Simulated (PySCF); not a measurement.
# NMR shielding calculation, with input and output: C4H11OPSi

System: C4H11OPSi, SMILES [SiH3]P1CCOCC1.
Method: GIAO PBE0/pcSseg-1 NMR shielding, non-relativistic, gas phase (PySCF 2.14.0).

The geometry comes from this level: GFN2-xTB. Figures and captions count atoms from 1; the log counts them from 0 in places.

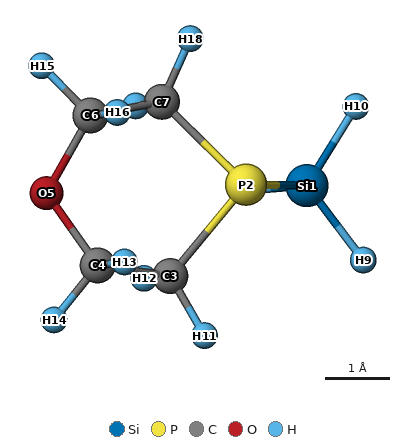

**Figure 1.** The input geometry (ball-and-stick view, seen at a tilt; atoms are numbered from 1 in the order of the input). Bond lengths as drawn: C–C 1.53 Å, C–H 1.09 to 1.10 Å, C–O 1.41 Å, C–P 1.87 Å, H–Si 1.46 to 1.47 Å and P–Si 2.24 Å.

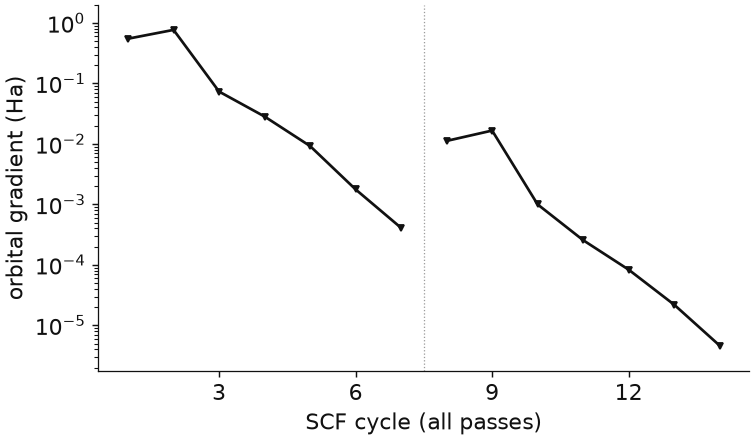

**Figure 2.** Convergence of the self-consistent field: orbital gradient against the SCF cycle. The dotted line marks the change from a coarse to the final integration grid. The first 7 cycles use a coarse grid, the final grid takes over at cycle 8, and the field converges after 14 cycles in all.

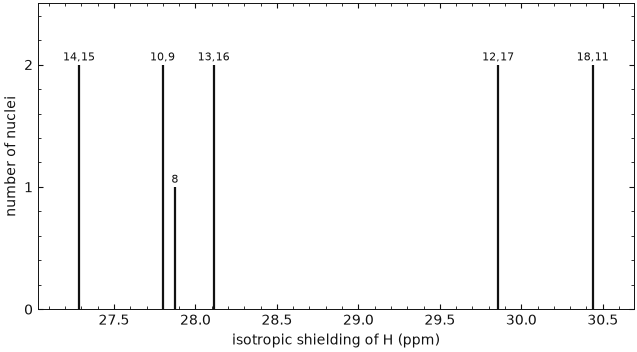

**Figure 3.** Isotropic shieldings of the hydrogen nuclei in this fixed geometry, labelled by atom number; shielding grows to the right, so chemical shift grows to the left. The least shielded is H14 (27.3 ppm), the most shielded H11 (30.4 ppm).

The input and output of the run follow.

## Input
```
{"job": {"kind": "nmr", "xc": "PBE0", "basis": "pcSseg-1"}, "charge": 0, "multiplicity": 1}
Si     2.605415     0.773275    -0.194936
P      0.774514     0.234224     0.978205
C      0.280563    -1.340241     0.107196
C     -1.211694    -1.584006     0.334812
O     -2.028504    -0.603605    -0.257530
C     -1.880748     0.668388     0.325193
C     -0.496849     1.276930     0.096079
H      2.411163     0.709788    -1.648257
H      3.655938    -0.168667     0.185235
H      2.970598     2.138597     0.176573
H      0.855255    -2.170518     0.522670
H      0.477746    -1.271726    -0.965797
H     -1.413867    -1.635458     1.417197
H     -1.515743    -2.527902    -0.126469
H     -2.649956     1.289306    -0.142693
H     -2.080814     0.609699     1.407519
H     -0.291967     1.318610    -0.976806
H     -0.469811     2.289622     0.503500
```

The first line tells a small driver script what to run in PySCF; the rest is the geometry in Å.

Command:
```bash
OMP_NUM_THREADS=1 python <driver script> task.json out
```

## Output
```
coarse grid: 15504 points
cycle   1  E = -864.4093808504  dE =  7.014e-01  |g| = 5.489e-01  |ddm| = 3.770e+00
cycle   2  E = -864.3581080104  dE =  5.127e-02  |g| = 7.671e-01  |ddm| = 1.242e+00
cycle   3  E = -864.4683562744  dE = -1.102e-01  |g| = 7.329e-02  |ddm| = 8.400e-01
cycle   4  E = -864.4692131879  dE = -8.569e-04  |g| = 2.836e-02  |ddm| = 8.147e-02
cycle   5  E = -864.4693893969  dE = -1.762e-04  |g| = 9.216e-03  |ddm| = 3.292e-02
cycle   6  E = -864.4694095753  dE = -2.018e-05  |g| = 1.770e-03  |ddm| = 1.163e-02
cycle   7  E = -864.4694103619  dE = -7.866e-07  |g| = 4.090e-04  |ddm| = 2.489e-03
final grid: 138984 points
cycle   8  E = -864.5238426749  dE = -3.820e-05  |g| = 1.121e-02  |ddm| = 3.169e-02
cycle   9  E = -864.5238139569  dE =  2.872e-05  |g| = 1.662e-02  |ddm| = 1.926e-02
cycle  10  E = -864.5238678001  dE = -5.384e-05  |g| = 9.993e-04  |ddm| = 1.217e-02
cycle  11  E = -864.5238680102  dE = -2.101e-07  |g| = 2.562e-04  |ddm| = 1.273e-03
cycle  12  E = -864.5238680238  dE = -1.362e-08  |g| = 8.339e-05  |ddm| = 3.902e-04
cycle  13  E = -864.5238680256  dE = -1.796e-09  |g| = 2.199e-05  |ddm| = 1.369e-04
cycle  14  E = -864.5238680257  dE = -1.176e-10  |g| = 4.634e-06  |ddm| = 2.882e-05
converged SCF energy = -864.5238680257

GIAO shielding tensors (ppm)
atom      isotropic    diamagn.    paramagn.     s11        s22        s33       span
  0 Si     421.433     880.568    -459.135    364.534    426.606    473.159    108.626
  1 P      468.801     967.449    -498.649    424.359    465.334    516.709     92.350
  2 C      162.160     254.381     -92.221    148.341    165.132    173.006     24.665
  3 C      114.743     243.645    -128.902     91.793    101.518    150.917     59.124
  4 O      282.537     395.458    -112.920    227.484    292.236    327.892    100.408
  5 C      114.745     243.644    -128.899     91.791    101.527    150.917     59.126
  6 C      162.161     254.382     -92.221    148.356    165.120    173.007     24.650
  7 H       27.874      29.489      -1.615     24.311     26.408     32.902      8.591
  8 H       27.798      29.280      -1.481     24.231     25.485     33.679      9.448
  9 H       27.798      29.279      -1.481     24.229     25.485     33.679      9.450
 10 H       30.438      31.686      -1.248     25.981     27.822     37.513     11.532
 11 H       29.857      32.754      -2.896     25.177     29.497     34.898      9.721
 12 H       28.111      29.264      -1.153     23.498     27.654     33.182      9.684
 13 H       27.285      28.372      -1.086     22.141     26.602     33.113     10.973
 14 H       27.286      28.373      -1.087     22.142     26.602     33.114     10.973
 15 H       28.113      29.266      -1.154     23.500     27.655     33.183      9.683
 16 H       29.858      32.755      -2.897     25.179     29.497     34.899      9.720
 17 H       30.438      31.685      -1.247     25.980     27.821     37.513     11.533
```

## Results in brief

```json
{"quantity": "outcome", "value": "converged"}
{"quantity": "total energy", "value": "−864.523868 hartree"}
{"quantity": "HOMO", "value": "−6.76 eV"}
{"quantity": "LUMO", "value": "0.34 eV"}
{"quantity": "dipole moment", "value": "0.37 D"}
{"quantity": "isotropic shielding, Si", "value": "421.4 ppm"}
{"quantity": "isotropic shielding, P", "value": "468.8 ppm"}
{"quantity": "isotropic shielding, C", "value": "114.7 to 162.2 ppm"}
{"quantity": "isotropic shielding, O", "value": "282.5 ppm"}
{"quantity": "isotropic shielding, H", "value": "27.3 to 30.4 ppm"}
{"quantity": "hardware", "value": "1 CPU thread, shared host"}
{"quantity": "wall time", "value": "22 s"}
{"quantity": "peak memory", "value": "0.85 GiB"}
```
